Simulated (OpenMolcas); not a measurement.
## Single-point calculation, with input and output: BH$_{2}$S (part 1 of 2)

System: BH$_{2}$S, multiplicity 4, SMILES [BH]S.
Method: MRCI/STO-3G (OpenMolcas 26.06).

The geometry is that of the parent species in another charge or spin state. The geometry comes from this level: GFN2-xTB.

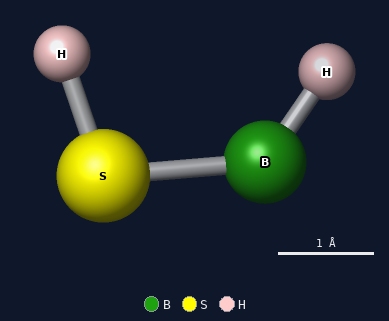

The structure (ball-and-stick view, seen on its broad side).

**Summary**

| quantity | value |
| --- | --- |
| outcome | converged |
| total energy | −418.507236 hartree |
| basis functions | 16 |
| hardware | 1 thread of Intel Xeon (Granite Rapids), 64 GiB of memory available, shared host |
| wall time | 1.1 s |
| peak memory | 0.37 GiB |

**Input file**
```
&GATEWAY
 BasLib
 $CurrDir
 Coord
 geom.xyz
 Basis
 STO-3G
 Group
 NoSym

&SEWARD

&RASSCF
 FileOrb
 $CurrDir/step2.RasOrb
 Spin
 4
 Nactel
 3 0 0
 Inactive
 10
 Ras2
 3
 OrbListing
 Nothing

&MOTRA
 LumOrb
 Frozen
 6

&GUGA
 Electrons
 11
 Spin
 4
 Inactive
 4
 Active
 3
 CIAll
 1

&MRCI
 SDCI
```

**File geom.xyz**
```
4

B      0.385960    -0.347990     0.780090
S     -0.038390     1.109810    -0.031020
H      0.247360    -1.448620     0.442720
H     -0.594920     0.686800    -1.191790
```

Command:
```bash
export MOLCAS_MEM=1860
pymolcas step5.input > step5.log
```

**Log**
```
--- Start Module: gateway ---

                                              &GATEWAY

                       available to each process: 1.9 GB of memory, 1 thread

 Basis Set     1 Label: B.STO-3G
 Basis set is read from library:.
 basistype.tbl is not found

 Basis Set     2 Label: S.STO-3G
 Basis set is read from library:.
 basistype.tbl is not found

 Basis Set     3 Label: H.STO-3G
 Basis set is read from library:.
 basistype.tbl is not found

++    Symmetry information:
      ---------------------

                    Character Table for C1

                             E
                    a        1  x, y, xy, Rz, z, xz, Ry, yz, Rx, I
--

++    Basis set information:
      ----------------------

      Basis set label: B.STO-3G.........

      Electronic valence basis set:
      ------------------
      Associated Effective Charge   5.000000 au
      Associated Actual Charge      5.000000 au
      Nuclear Model: Point charge

      Shell  nPrim  nBasis  Cartesian Spherical Contaminant
         s       6       2        X
         p       3       1        X

      Basis set label: S.STO-3G.........

      Electronic valence basis set:
      ------------------
      Associated Effective Charge  16.000000 au
      Associated Actual Charge     16.000000 au
      Nuclear Model: Point charge

      Shell  nPrim  nBasis  Cartesian Spherical Contaminant
         s       9       3        X
         p       6       2        X

      Basis set label: H.STO-3G.........

      Electronic valence basis set:
      ------------------
      Associated Effective Charge   1.000000 au
      Associated Actual Charge      1.000000 au
      Nuclear Model: Point charge

      Shell  nPrim  nBasis  Cartesian Spherical Contaminant
         s       3       1        X
--

++    Molecular structure info:
      -------------------------

                    ************************************************
                    **** Cartesian Coordinates / bohr, angstrom ****
                    ************************************************

     Center  Label                x              y              z                     x              y              z
        1      B1               0.729359      -0.657606       1.474156              0.385960      -0.347990       0.780090
        2      S2              -0.072547       2.097237      -0.058619             -0.038390       1.109810      -0.031020
        3      H3               0.467443      -2.737495       0.836620              0.247360      -1.448620       0.442720
        4      H4              -1.124236       1.297864      -2.252157             -0.594920       0.686800      -1.191790

                    ***************************************
                    *    InterNuclear Distances / bohr    *
                    ***************************************

               1 B1            2 S2            3 H3            4 H4
    1 B1       0.000000
    2 S2       3.252939        0.000000
    3 H3       2.191117        4.946481        0.000000
    4 H4       4.598378        2.560596        5.325233        0.000000

                    *******************************************
                    *    InterNuclear Distances / angstrom    *
                    *******************************************

               1 B1            2 S2            3 H3            4 H4
    1 B1       0.000000
    2 S2       1.721381        0.000000
    3 H3       1.159489        2.617565        0.000000
    4 H4       2.433357        1.355009        2.817992        0.000000
--

            Nuclear Potential Energy             37.63337826 au

--- Stop Module: gateway /rc=_RC_ALL_IS_WELL_ ---

--- Start Module: seward ---

                                              &SEWARD

                       available to each process: 1.9 GB of memory, 1 thread

               SEWARD will generate:
                  Multipole Moment integrals up to order  2
                  Kinetic Energy integrals
                  Nuclear Attraction integrals (point charge)
                  One-Electron Hamiltonian integrals
                  Velocity integrals
                  Orbital angular momentum around (  0.1122   1.2970   0.2873 )
                  Velocity quadrupole around (  0.1122   1.2970   0.2873 )
                  Two-Electron Repulsion integrals

                   Integrals are discarded if absolute value <: 1.00E-14
                   Integral cutoff threshold is set to       <: 1.00E-16

            Nuclear Potential Energy             37.63337826 au

      Basis set specifications :
      Symmetry species         a
      Basis functions           16

--- Stop Module: seward /rc=_RC_ALL_IS_WELL_ ---

--- Start Module: rasscf ---

                                              &RASSCF

                       available to each process: 1.9 GB of memory, 1 thread

      Header of the ONEINT file:
      --------------------------

      OrdInt status: non-squared

      Cartesian coordinates in angstrom:
      -----------------------------------------------------
      No.  Label        X            Y            Z
      -----------------------------------------------------
       1   B1         0.38596000  -0.34799000   0.78009000
       2   S2        -0.03839000   1.10981000  -0.03102000
       3   H3         0.24736000  -1.44862000   0.44272000
       4   H4        -0.59492000   0.68680000  -1.19179000
      -----------------------------------------------------
      Nuclear repulsion energy =   37.63337826

++    Wave function specifications:
      -----------------------------

      Number of closed shell electrons          20
      Number of electrons in active shells       3
      Max number of holes in RAS1 space          0
      Max nr of electrons in RAS3 space          0
      Number of inactive orbitals               10
      Number of active orbitals                  3
      Number of secondary orbitals               3
      Spin quantum number                      1.5
      State symmetry                             1
--

++    Orbital specifications:
      -----------------------

      Symmetry species                           1
                                                 a
      Frozen orbitals                            0
      Inactive orbitals                         10
      Active orbitals                            3
      RAS1 orbitals                              0
      RAS2 orbitals                              3
      RAS3 orbitals                              0
      Secondary orbitals                         3
      Deleted orbitals                           0
      Number of basis functions                 16
--

++    CI expansion specifications:
      ----------------------------

      Number of CSFs                             1
      Number of determinants                     1
      Number of root(s) required                 1
      Root chosen for geometry opt.              1
      CI root used                               1

      highest root included in the CI            1
      max. size of the explicit Hamiltonian      1
--

++    Optimization specifications:
      ----------------------------

      RASSCF algorithm: Conventional
      Maximum number of macro iterations       200
      Maximum number of SX iterations          100
      Threshold for RASSCF energy            1.000E-08
      Threshold for max MO rotation          1.000E-01
      Threshold for max BLB element          1.000E-04
      Level shift parameter                  5.000E-01
      Make Quasi-Newton update
--

      The MO-coefficients are taken from the file:
      step2.RasOrb
      Title: RASSCF average (pseudo-natural) orbitals

      Total molecular charge    0.00

      ************************************************************************************************************************
      *                                            Wave function control section                                             *
      ************************************************************************************************************************

                                         RASSCF iterations: Energy and convergence statistics
                                         ----------------------------------------------------

          iter iter root      energy       change     param      element    value   shift minimum  type update hh:mm:ss
 Nr of preliminary CI iterations:   1
        1   1    3    1  -418.45165993    0.00E+00   2.87E-06    9  14 1 -3.91E-06   0.34   0.00    SX    NO    0:00:00
        2   1    2    1  -418.45165993   -5.41E-11  -2.20E-06    9  14 1 -2.14E-06   0.34   0.00    SX    NO    0:00:00
        3   1    2    1  -418.45165993   -1.95E-11  -1.99E-06    9  14 1 -1.18E-06   0.34   0.00    SX    NO    0:00:00
        4   1    2    1  -418.45165993   -1.13E-11  -1.80E-06   10  11 1 -8.94E-07   0.34   0.00    SX    NO    0:00:00
      Convergence after  4 iterations
        5   1    2    1  -418.45165993   -6.03E-12  -1.80E-06   10  11 1 -8.08E-07   0.34   0.00    SX    NO    0:00:00

      ************************************************************************************************************************
                                                      Wave function printout:
                       occupation of active orbitals, and spin coupling of open shells (u,d: Spin up or down)
      ************************************************************************************************************************

      Note: transformation to natural orbitals
      has been made, which may change the order of the CSFs.

      printout of CI-coefficients larger than  0.05 for root  1
      energy=    -418.451660
      conf/sym  111     Coeff  Weight
             1  uuu   1.00000 1.00000

      Natural orbitals and occupation numbers for root  1
      sym 1:   1.000000   1.000000   1.000000

      ************************************************************************************************************************
      *                                                    Final results                                                     *
      ************************************************************************************************************************

++    Final optimization conditions:
      ------------------------------

      Average CI energy                            -418.45165993
      RASSCF energy for state  1                   -418.45165993
      Super-CI energy                                -0.00000000
      RASSCF energy change                           -0.00000000
      Max change in MO coefficients              -1.957E-06
      Max non-diagonal density matrix element    -1.797E-06
      Maximum BLB matrix element                 -8.081E-07
      (orbital pair  10,  11 in symmetry   1)
      Norm of electronic gradient            1.371E-06
--

      Final state energy(ies):
      ------------------------

::    RASSCF root number  1 Total energy:   -418.45165993
      Von Neumann Entropy (Root   1) =  1.50000

      Mulliken population analysis for root number:  1
      -----------------------------------------------

++    Molecular charges:
      ------------------

      Mulliken charges per centre
      ---------------------------

                B1      S2      H3      H4
      Total    5.3329 15.5640  1.1312  0.9718

      N-E     -0.3329  0.4360 -0.1312  0.0282

      Total electronic charge=   23.000000

      Total            charge=   -0.000000
--

      Expectation values of various properties for root number:  1
      -----------------------------------------------------------

++    Molecular properties:
      ---------------------

      Charge (e):
                      =   -0.0000
      Dipole Moment (debye):
      Origin of the operator (angstrom)=    0.0594    0.6864    0.1520
                   X= -1.4179E+00               Y=  3.5505E+00               Z= -2.7625E+00           Total=  4.7167E+00
      Quadrupole Moment (debye*angstrom):
      Origin of the operator (angstrom)=    0.0594    0.6864    0.1520
                  XX= -1.6848E+01              XY=  1.1400E+00              XZ= -3.3715E-01              YY= -2.3052E+01
                  YZ=  2.0733E+00              ZZ= -1.7267E+01
      In traceless form (debye*angstrom)
                  XX=  3.3111E+00              XY=  1.7100E+00              XZ= -5.0572E-01              YY= -5.9939E+00
                  YZ=  3.1099E+00              ZZ=  2.6828E+00
--

      Mulliken spin population analysis for root number:  1
      ---------------------------------------------------

++    Molecular charges:
      ------------------

      Mulliken spin population per centre
      ---------------------------

                B1      S2      H3      H4
      Total    1.9507  1.0150  0.0057  0.0286

      Total electronic spin=    3.000000
--

      Average orbitals are written to the RASORB file
      Natural orbitals for root   1 are written to the RASORB.1 file
      Spin density orbitals for root   1 are written to the SPDORB.1 file

--- Stop Module: rasscf /rc=_RC_ALL_IS_WELL_ ---

--- Start Module: motra ---

                                               &MOTRA

                       available to each process: 1.9 GB of memory, 1 thread

      *** WARNING: Default frozen orbitals is overwritten by user input.
      *** Default values:   6

      Header of the integral files:

      Header of MO coefficients source file:
      * RASSCF average (pseudo-natural) orbitals

      Cartesian coordinates in angstrom:
      -----------------------------------------------------
      No.  Label        X            Y            Z
      -----------------------------------------------------
       1   B1         0.38596000  -0.34799000   0.78009000
       2   S2        -0.03839000   1.10981000  -0.03102000
       3   H3         0.24736000  -1.44862000   0.44272000
       4   H4        -0.59492000   0.68680000  -1.19179000
      -----------------------------------------------------
      Nuclear repulsion energy =   37.63337826

      Orbital specifications:
      -----------------------

      Symmetry species:              1
      Number of basis functions:    16
      Frozen orbitals:               6
      Deleted orbitals:              0
      Number of orbitals used:      10

       SYMMETRY  BASIS FUNCTIONS       ORBITALS      INTEGRALS   CPU(SEC)  I/O(SEC)
        1 1 1 1   16  16  16  16    10  10  10  10        1540       0.00      0.00

       TOTAL CPU TIME(SEC)    0.00TOTAL I/O TIME(SEC)    0.00

--- Stop Module: motra /rc=_RC_ALL_IS_WELL_ ---

--- Start Module: guga ---
```
